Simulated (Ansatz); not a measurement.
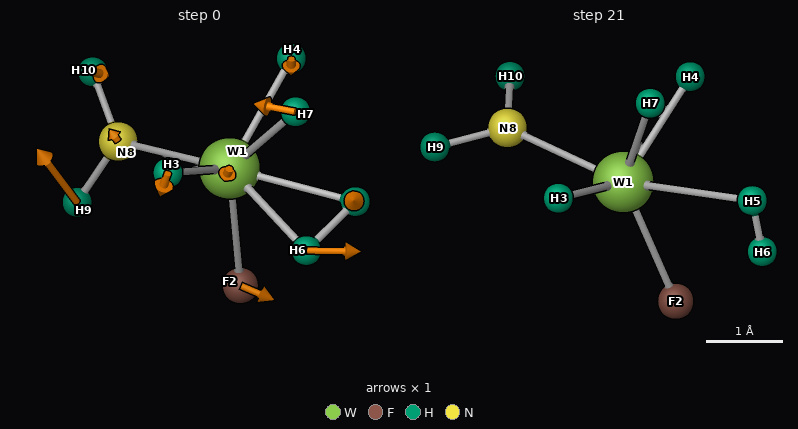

The structure of WNH$_{7}$F (multiplicity 2) before (left) and after (right) a relaxation, at one scale. The orange arrows give the displacements, at their true length.

The picture is a ball-and-stick view, seen from a free direction.

The run prepares an end point of a later path (reaction) calculation, from a guessed geometry.

Method: UKS CAM-B3LYP-D4/def2-SVP in Ansatz 0.2.0. (collinear spin; force threshold 0.03 eV/Å; at most 50 steps)

Q: Describe what moved and what it gained.

A: After 16 accepted moves (21 points after the start) the energy has fallen by 1.445 eV. Largest force component: 2.1 eV/Å at the start, 0.023 eV/Å at the end. The line search rejected the trial steps at points 6, 9, 13, 16, 20 of the run. The forces were under the threshold at step 19, but the run went on from there. The atom that moves furthest after the best rigid fit is H9 (1.14 Å). Largest moves by element: H 1.14 Å, F 0.53 Å, W 0.32 Å, N 0.23 Å. Among the contacts that change: W1–H6 1.772 → 2.342 Å, W1–H5 1.804 → 2.262 Å, H5–H6 1.015 → 0.772 Å, N8–H10 1.069 → 1.020 Å. Bonds break, among them: W1–H6 (1.77 → 2.34 Å). Among the angles between lasting bonds that change: H7–W1–N8 140.2° → 107.1°, F2–W1–N8 82.1° → 114.7°, H3–W1–H5 100.3° → 79.7°.
